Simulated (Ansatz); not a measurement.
Appearance energy of a fragment ion: C3H9AlO2 → [C3H7]+ + Al(OH)2 + e⁻

Species: C3H9AlO2 `C[CH](C)[Al]([OH])[OH]`, singlet; [C3H7]+ `C[CH+]C`, singlet; Al(OH)2, doublet. 

Shapes, held fixed at every level: PBE0-D4/def2-TZVP. Flexible molecules stand in one conformer, not always the lowest. Programs: Ansatz 0.2.0. Electronic energies: no zero-point or thermal term.

```tsv
level	kind	ΔE (eV)	less CCSD(T)/CBS estimate
PBE-D4/def2-TZVPP	GGA	+10.34	-0.47
B3LYP-D4/def2-TZVPP	global hybrid	+10.49	-0.32
wB97M-V/def2-TZVPP	range-separated hybrid	+10.63	-0.18
wB97X-V/def2-TZVPP	range-separated hybrid	+10.64	-0.17
MP2/def2-TZVPP	perturbation theory	+10.74	-0.07
CCSD(T)/def2-TZVPP	coupled cluster or CI	+10.68	-0.13
CCSD/def2-TZVPP	coupled cluster or CI	+10.59	-0.22
CCSD(T)/CBS estimate	coupled cluster or CI	+10.81	0.00
```

The highest level, CCSD(T)/CBS estimate, gives ΔE = +10.81 eV; the levels span +10.34 to +10.81. The column of differences is taken from that level and isn't an error. No measured value is set beside it here. Open shells run unrestricted unless RO is named. The CBS estimate extrapolates MP2 from def2-TZVPP and def2-QZVPP and adds CCSD(T) − MP2 in the triple-zeta set, cores frozen. The onset seen in experiment also holds zero-point changes and kinetic shifts.

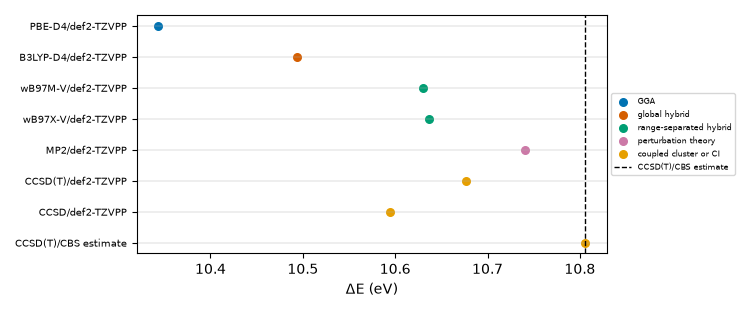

The values of the table, level by level.
